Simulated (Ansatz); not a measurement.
**How methods differ on BH5S (B(H2S)H3)**

BH5S has 7 atoms, charge 0, and is taken as a singlet. As SMILES, `[H]B([H])([H])<-S`. Geometry: relaxed at GFN2-xTB.

Quantity: the electronic atomisation energy, in eV. The values are calculated. Electronic energies at fixed atoms, without zero-point motion or spin-orbit coupling.

```csv
level,kind,program,value (eV),less FCI/STO-3G,CPU time (all runs)
HF/STO-3G,Hartree–Fock,Ansatz,22.12,-1.79,0.14 s
B3LYP/STO-3G,global hybrid,Ansatz,27.69,+3.78,1.6 s
r2SCAN0/STO-3G,hybrid meta-GGA,Ansatz,27.42,+3.51,4.3 s
wB97M-V/STO-3G,range-separated hybrid,Ansatz,28.37,+4.46,21 s
B2PLYP/STO-3G,double hybrid,Ansatz,26.31,+2.40,2 s
MP2/STO-3G,perturbation theory,Ansatz,23.62,-0.29,0.16 s
CCSDT(Q)/STO-3G,coupled cluster or CI,Ansatz,23.91,0.00,0.88 s
FCI/STO-3G,exact in the basis,Ansatz,23.91,0.00,11 s
```

FCI/STO-3G is exact within its basis and frozen core, so for wave-function methods in that basis the difference is their error; functionals converge differently with the basis, so for them it is only a difference. The values span 22.12 to 28.37 eV. All rows use very small basis sets, so even the best lies far from the true value. CPU times are rough (shared hosts, several kinds of processor): they show what a rung costs within a factor of a few.

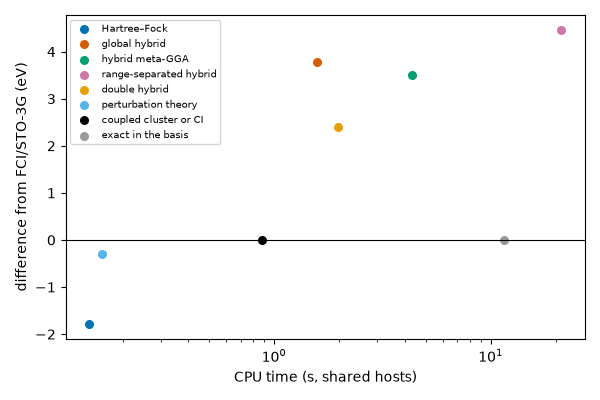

Difference from FCI/STO-3G against processor time, one point a level.
